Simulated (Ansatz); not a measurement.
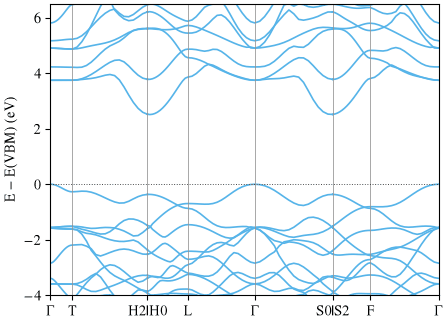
Figure: Band structure from DFT-r²SCAN+D4 in the program Ansatz with PAW potentials

The gap is 2.51 eV; an edge lies off the plotted path or next to a special point (maximum at Γ, minimum off the standard path).

Question: Which of these materials gives this?
A) HfNCl, R-3m (Hf on 6c, N on 6c, Cl on 6c)
B) ZnBr2, R-3m (Zn on 3a, Br on 6c)
C) CdBr2, R-3m (Cd on 3a, Cd on 3b, Br on 6c, Br on 6c)
D) GaGeTe, R-3m (Ga on 6c, Ge on 6c, Te on 6c)

Answer: A, HfNCl, R-3m (Hf on 6c, N on 6c, Cl on 6c)

The workflow started from a Materials Project entry (that database holds measured and hypothetical structures alike); the Crystallography Open Database copy checked does not list it. Whether it is the stable phase at ambient conditions was not checked. The r²SCAN+D4 relaxation kept the symmetry of its start; whether a distortion lowers the energy is not shown. No spin polarisation was allowed. Scalar-relativistic: spin–orbit coupling is off unless named, which matters more the heavier the elements.

Potentials: the later of the program's two PAW sets.
